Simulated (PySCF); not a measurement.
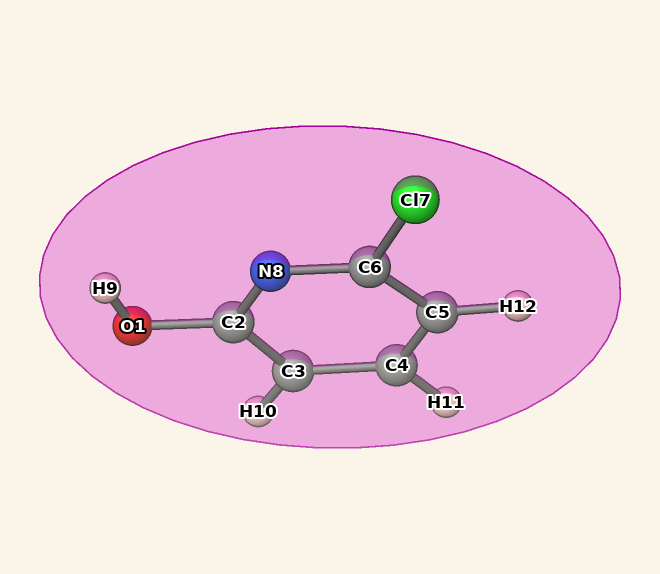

A disc through the centre of mass is drawn in. Depth is shown by fading: the farther an atom, the more it takes the colour of the background. The computed structure is the end point of a PBE0-D3(BJ)/def2-TZVP optimisation. No frequency run is at hand to confirm it as a minimum.

### Is the plane of the disc a mirror plane of the structure?

Yes. The reflection leaves O1, C2, C3, C4, C5, C6, Cl7, N8, H9, H10, H11, H12 in place. The point group is Cs.
